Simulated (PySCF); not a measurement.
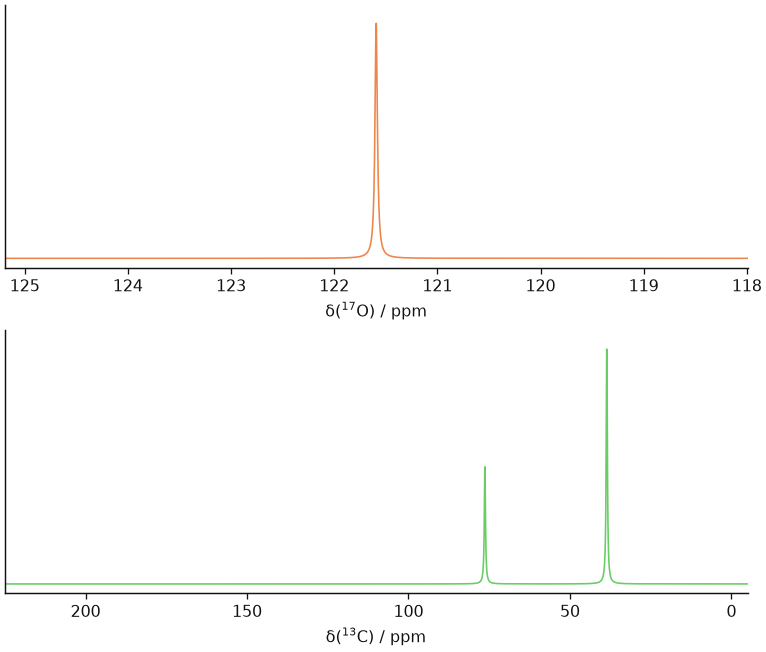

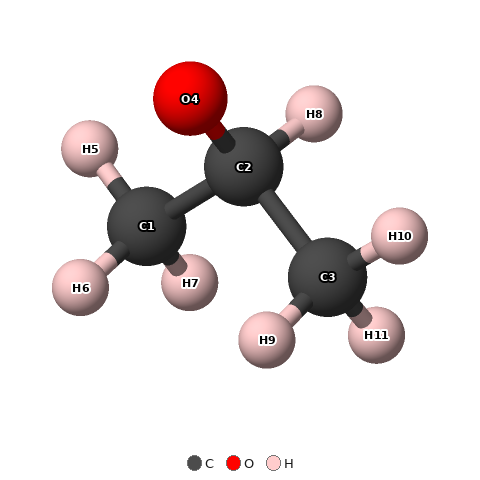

Spectrum and numbered structure of C₃H₇O⁻, SMILES CC(C)[O-]. GIAO shifts, PBE0/pcSseg-1 (IEF-PCM tetrahydrofuran) with PySCF 2.14.0, at a PBE0-D3(BJ)/def2-SVP geometry (no frequency check), against H₂O for ¹⁷O and TMS for ¹³C computed at the same level (¹⁷O: a single water molecule, while the usual scale starts at liquid water and gives values some tens of ppm lower). fully decoupled, line heights follow the number of nuclei, widths are arbitrary (no quadrupolar broadening); values of one conformer, averaged over methyl-type rotors and exact or near symmetry.

> Where does the ¹⁷O line lie?

At 121.6 ppm (O4).

> Which atoms give which ¹³C line?

| δ (ppm) | nuclei | atoms |
| --- | --- | --- |
| 76.3 | 1 | C2 |
| 38.6 | 2 | C1, C3 |

Caveats: an anion in a basis that has no diffuse functions.
